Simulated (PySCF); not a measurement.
## C$_{5}$H$_{11}$SSi: EPR calculation

C$_{5}$H$_{11}$SSi, multiplicity 2, computed with UKS B3LYP, pcH-1 on C H S Si, non-relativistic, mean-field spin-orbit, GIAO (PySCF 2.14.0).

It belongs to a series of runs on one base structure; here: H removed from Si.

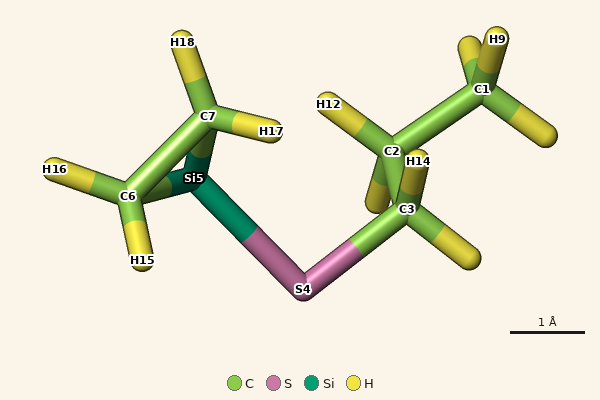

*The structure (stick view, seen at a tilt; atoms are numbered from 1 in the order of the input).*

Bond lengths as drawn: C–C 1.52 to 1.55 Å, C–H 1.08 to 1.10 Å, C–S 1.82 Å, C–Si 1.89 to 1.90 Å and S–Si 2.18 Å.

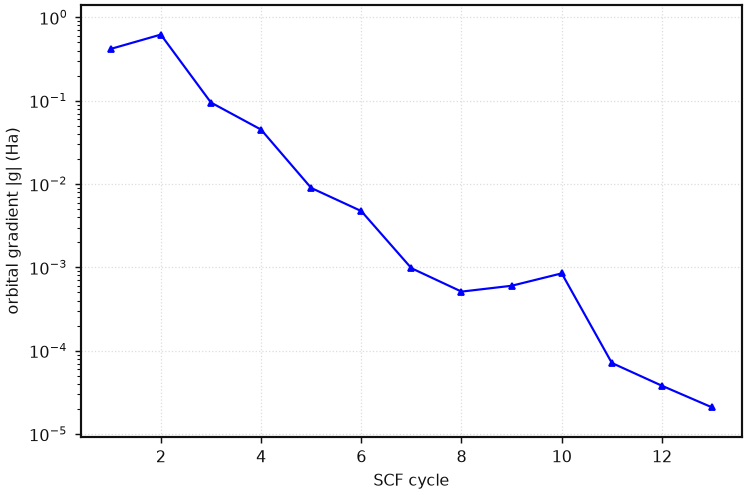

*Convergence of the self-consistent field: orbital gradient |g| against the SCF cycle.*

All cycles printed in the log are drawn one after another.

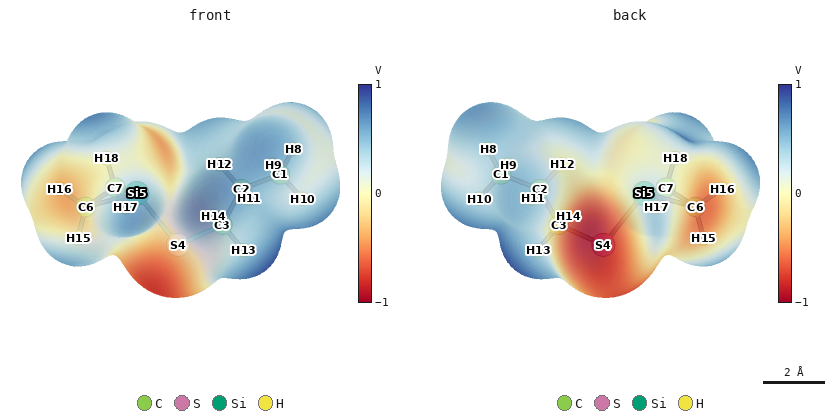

*The molecular electrostatic potential painted on the density surface at 0.002 e/bohr³, seen at a tilt and from behind; red is negative and blue positive.*

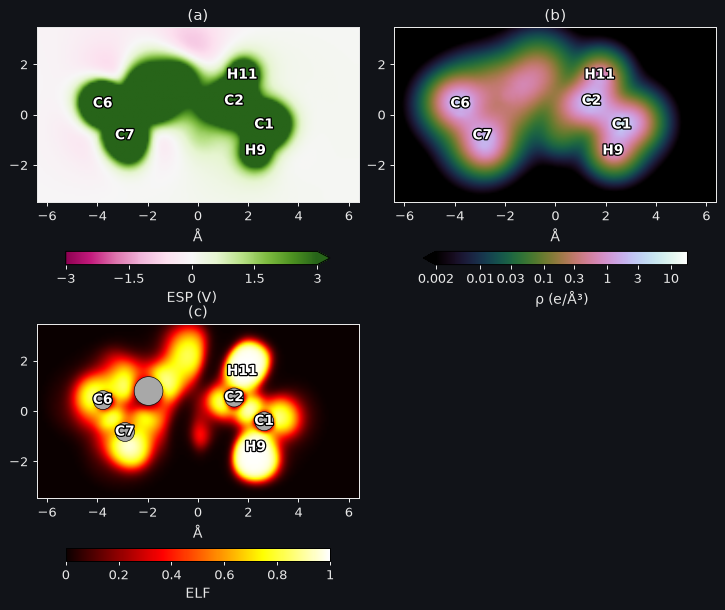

*(a) molecular electrostatic potential; (b) total electron density; (c) electron localisation function on the plane of atoms C1, C2 and H11. Grey discs, where drawn, cover atomic cores.*

C–C (1.52 Å): ρ at the midpoint is about 1.3 e/Å³; the ELF peaks at about 0.90 between the atoms, as expected for localised, shared-pair bonding.

These pictures come from the run below.

**Input file**
```
{"job": {"kind": "epr", "basis": "pcH-1"}, "charge": 0, "multiplicity": 2}
C     -3.000649     0.135272     0.239474
C     -1.736509    -0.693922     0.050512
C     -0.998811    -0.291253    -1.214861
S      0.467124    -1.329492    -1.523652
Si     1.701505    -0.671022     0.146724
C      3.440973    -0.118865    -0.334707
C      2.469499     1.050770    -0.053042
H     -3.510746    -0.158645     1.153276
H     -2.756858     1.193522     0.304796
H     -3.681394    -0.008619    -0.596659
H     -1.991322    -1.754443    -0.006612
H     -1.070010    -0.556069     0.908510
H     -1.629596    -0.433342    -2.092487
H     -0.679351     0.750514    -1.172855
H      3.782654    -0.211371    -1.356965
H      4.256021    -0.216689     0.367243
H      2.218892     1.668080    -0.906772
H      2.709819     1.651893     0.811659
```

The first line tells a small driver script what to run in PySCF; the rest is the geometry in Å.

Launch command:
```bash
OMP_NUM_THREADS=1 python <driver script> task.json out
```

**Log**
```
UKS, coarse grid
  cycle   1  E = -884.73667033  |g| = 4.18e-01
  cycle   2  E = -884.60579183  |g| = 6.21e-01
  cycle   3  E = -884.82142737  |g| = 9.51e-02
  cycle   4  E = -884.82617923  |g| = 4.50e-02
  cycle   5  E = -884.82724868  |g| = 8.98e-03
  cycle   6  E = -884.82729184  |g| = 4.74e-03
  cycle   7  E = -884.82730699  |g| = 9.78e-04
  cycle   8  E = -884.82730694  |g| = 5.12e-04
UKS, final grid
  cycle   1  E = -884.82725844  |g| = 6.02e-04
  cycle   2  E = -884.82725828  |g| = 8.48e-04
  cycle   3  E = -884.82725865  |g| = 7.13e-05
  cycle   4  E = -884.82725865  |g| = 3.80e-05
  cycle   5  E = -884.82725866  |g| = 2.09e-05
E = -884.82725866 Eh   <S^2> = 0.7530 (exact 0.7500)
g shifts (ppm)      1          2          3
  rmc          -175       -175       -175
  gc              6         67         44
  oz_so         -95      10580      12212
  total        -263      10472      12083
hyperfine (MHz)  atom isotope    a_iso     a_fc   dipolar eigenvalues
    0   13C      -0.95      -0.95     -0.18     -0.11      0.29
    1   13C      -0.20      -0.22     -1.99     -0.90      2.89
    2   13C      -3.86      -3.92     -0.69     -0.24      0.93
    3   33S       8.23       7.93    -24.73    -22.39     47.12
    4  29Si    -735.34    -735.37   -118.36     55.88     62.48
    5   13C      17.95      17.88     -7.27     -6.50     13.77
    6   13C      29.70      29.63     -9.88     -9.26     19.14
    7    1H       0.88       0.88     -0.59     -0.51      1.09
    8    1H       0.14       0.14     -0.66     -0.56      1.23
    9    1H       1.29       1.28     -0.56     -0.46      1.02
   10    1H      -0.02      -0.03     -1.30     -0.87      2.17
   11    1H       2.72       2.72     -4.24     -2.24      6.49
   12    1H      12.56      12.54     -1.74     -0.92      2.66
   13    1H       0.09       0.06     -1.90     -0.66      2.56
   14    1H      -1.13      -1.13     -4.45     -0.67      5.12
   15    1H       6.64       6.61     -3.89     -2.90      6.79
   16    1H      -0.84      -0.84     -5.48     -0.75      6.23
   17    1H       0.68       0.65     -4.90     -2.95      7.84
```

**Summary**

- outcome: converged
- total energy: −884.827259 hartree
- ⟨S²⟩: 0.753
- isotropic g: 2.0097
- hardware: 1 CPU thread, shared host
- wall time: 2.1 min
- peak memory: 0.98 GiB
